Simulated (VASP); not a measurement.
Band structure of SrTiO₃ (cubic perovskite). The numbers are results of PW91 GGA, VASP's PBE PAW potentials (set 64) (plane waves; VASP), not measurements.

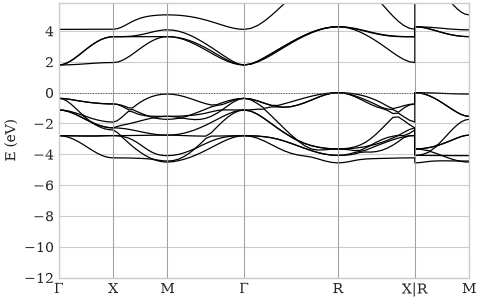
Bands along high-symmetry lines, zero at the valence-band maximum or, without a gap, the Fermi level

Task: Read the plot: is there a gap, and where are the band edges?

Result: The gap is indirect, 1.80 eV, from the valence maximum at R to the conduction minimum at Γ. (Edges off the drawn lines would not show.)

Measured: gap 3.59 eV (computed value off by -1.79 eV), as given by Anna Miglio et al., npj Computational Materials (2020), arXiv:2011.12765 [zero-point renormalisation of 336 meV (experimental, the table's column) added back].

The compound is SrTiO3 in the cubic perovskite structure, the ideal cubic form; the compound distorts at low or room temperature. It was relaxed first.
